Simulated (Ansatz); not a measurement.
**Response to strain in ZnO**

The reference is ZnO in the wurtzite structure (space group P6_3mc, No. 186; a = 3.230 Å, c = 5.214 Å).

Strains are applied to the cell and any free atomic positions relax.

Calculations: Ansatz (a first-principles code), PBEsol, PAW, cutoff 420 eV, without spin-orbit coupling.

Notes on the quantities. pressure: mean of the normal stresses, compression positive.

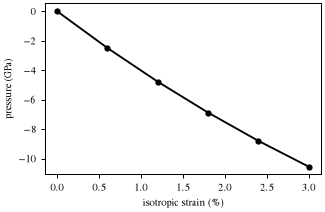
Figure. Pressure against isotropic strain

Problem. From the plot, what is the pressure for isotropic strain +3.00 %?

Solution. About -10.6 GPa.

Problem. Is the trend monotonic over the range shown?

Solution. Yes, it falls throughout, spanning -10.56 GPa to 0.00 GPa.

Stability against distortions was not tested.
